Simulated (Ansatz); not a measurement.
**CH7FSi2: density, localisation and related maps**

The calculation's input:

```
crystal:
  periodic: [false, false, false]
  atoms:
    - { symbol: C, position_ang: [-0.7781, 1.3574, -0.405] }
    - { symbol: Si, position_ang: [0.6549, 0.302, -0.4692] }
    - { symbol: F, position_ang: [1.8641, 1.1176, 0.1405] }
    - { symbol: Si, position_ang: [0.3138, -1.6034, 0.7404] }
    - { symbol: H, position_ang: [-1.0757, 1.6816, 0.5917] }
    - { symbol: H, position_ang: [-1.7032, 0.927, -0.8525] }
    - { symbol: H, position_ang: [-0.624, 2.3251, -0.9782] }
    - { symbol: H, position_ang: [1.0251, -0.0176, -1.8867] }
    - { symbol: H, position_ang: [-0.096, -1.2717, 2.1988] }
    - { symbol: H, position_ang: [1.4138, -2.531, 0.76] }
    - { symbol: H, position_ang: [-0.9293, -2.344, 0.1808] }
basis:
  gaussian:
    orbitals: "6-31G*"
correlation:
  method: mp2
output:
  orbitals: {}
```

Launched as:

```sh
python energy.py
```

The fields and orbitals are those of the mean-field reference, not of the correlated method.

These are results of MP2, Gaussian basis in Ansatz 0.2.0, not measurements.

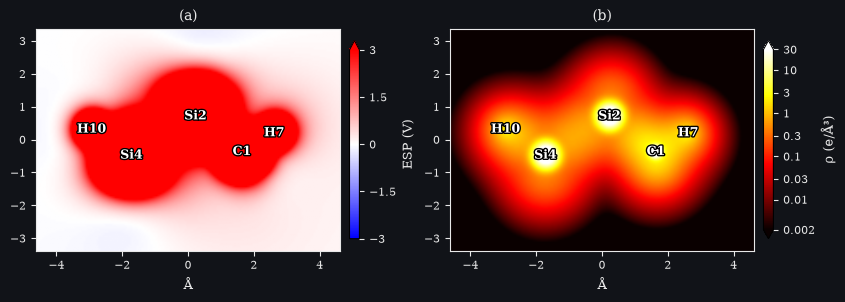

Figure 1. (a) electrostatic potential; (b) total electron density on the plane of atoms Si2, Si4 and H10.

**What do the fields say about this system?**

- The section cuts through C, Si and H sites.
- C–Si (1.78 Å): ρ is about 1.2 e/Å³ halfway.
- Si–Si (2.28 Å): the density is about 0.76 e/Å³ at the midpoint.
- Si–H (1.44 Å): ρ at the midpoint is about 0.82 e/Å³.
- The potential has no marked negative region in this plane.

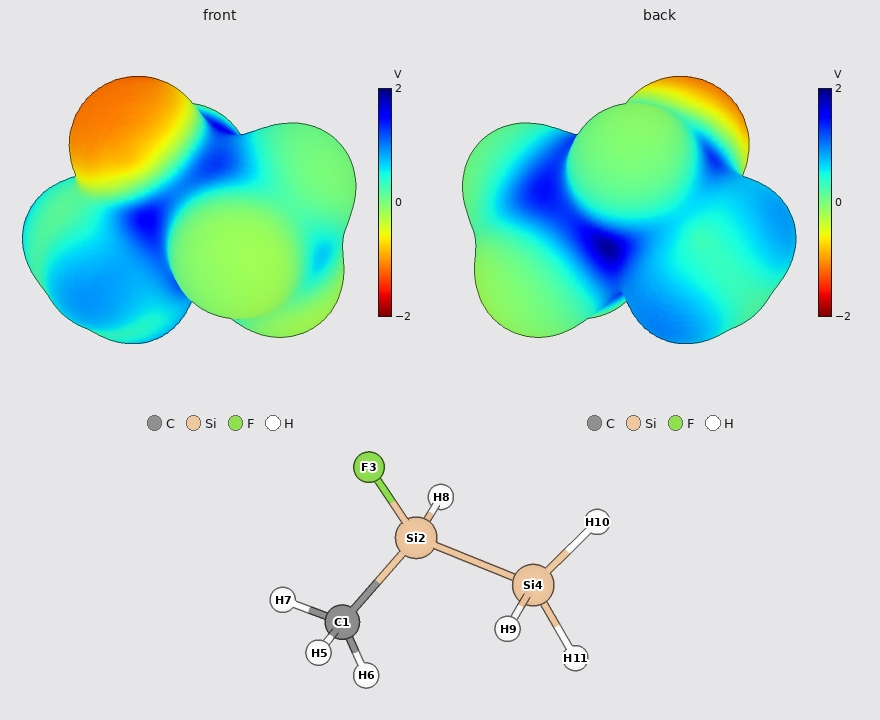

Figure 2. The molecular electrostatic potential painted on the density surface at 0.002 e/bohr³, seen from the front and from behind; red is negative and blue positive. The bare structure is drawn below in the same view.

**Where is the surface potential most negative and most positive?**

The most negative region (about −1.2 V) lies over F3, the most positive (about +1.8 V) over Si2.

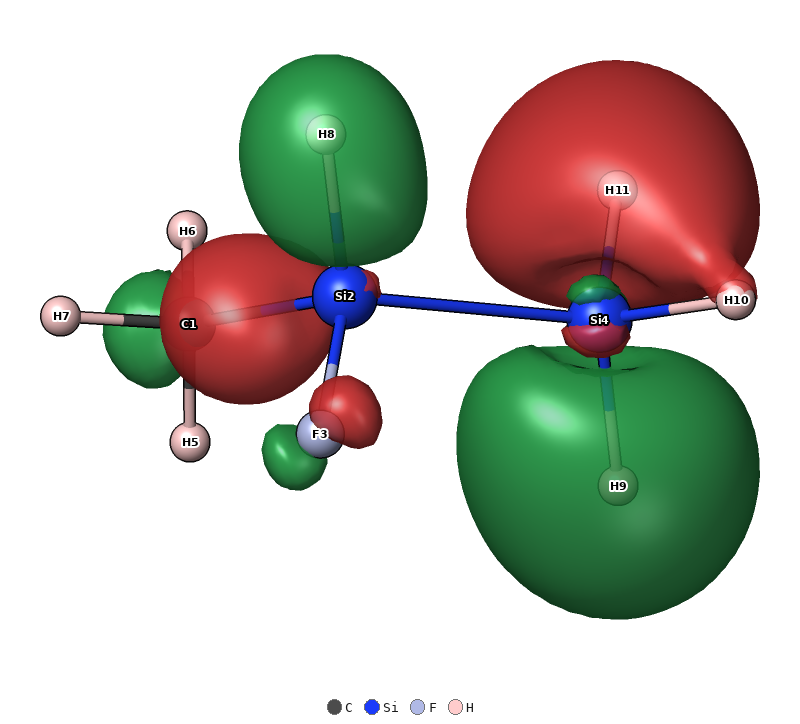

Figure 3. The HOMO−1 at ±0.1 Å⁻³ᐟ² (green and red are the two phases), seen from one side.

**Where does this orbital lie, and at what energy?**

It lies mainly on Si4 (about 35 %), H9 (about 25 %), H11 (about 20 %) and Si2 (about 5 %). Its energy is −12.61 eV.
